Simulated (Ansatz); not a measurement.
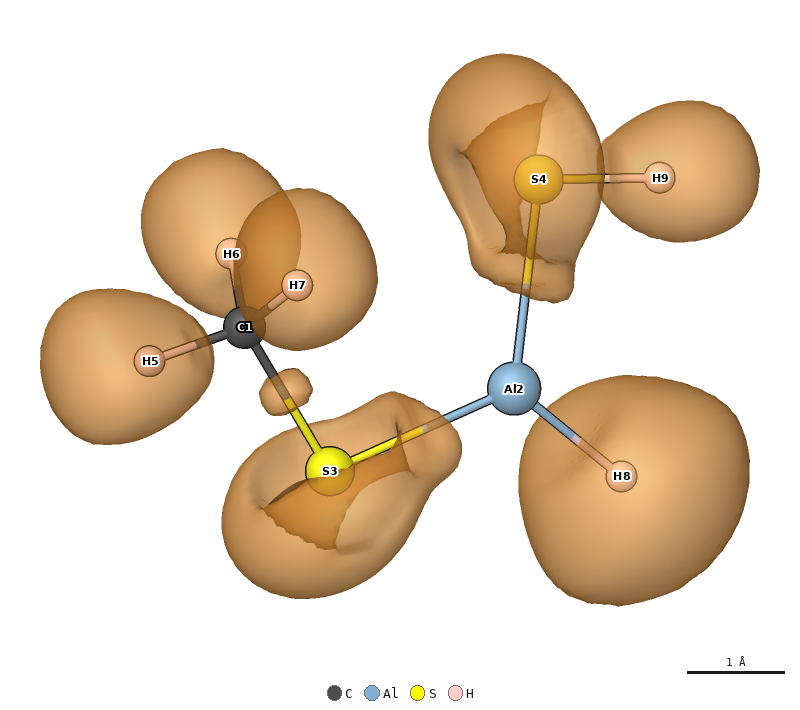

*CH$_{5}$AlS$_{2}$ (SMILES C[S][AlH][SH]). Isosurface of the ELF at 0.85 (orange), seen at a tilt. Core shells and regions of very low density are left out.*

Geometry: BLYP-D3(BJ)/def2-SVP.

Theory: isolated molecule in a Gaussian basis; Kohn-Sham density functional theory, functional PBE0 in Ansatz.

```csv
atom,x (Å),y (Å),z (Å)
C,-0.0824,0.4412,1.6539
Al,-2.4493,1.9582,0.2066
S,-0.8257,0.5029,-0.0569
S,-2.6785,2.8175,2.2343
H,0.7510,-0.2831,1.6070
H,-0.8231,0.0953,2.3980
H,0.3114,1.4299,1.9530
H,-3.3870,2.3491,-1.0083
H,-3.7421,3.5960,1.8799
```

**Where are the electrons localised?**

At this value the surface marks out one region between bonded C–S atoms (shared pairs), five regions around hydrogen nuclei and two regions on S in which the atom's valence shell and bonds are merged. Profiles from the grid: C–S (1.87 Å): the ELF peaks at about 0.90 between the atoms; a covalent bond. Al–S (2.20 Å): the ELF peaks at about 0.90 in the valence shell of S, 1.0 Å from its nucleus, and is about 0.90 at the midpoint.
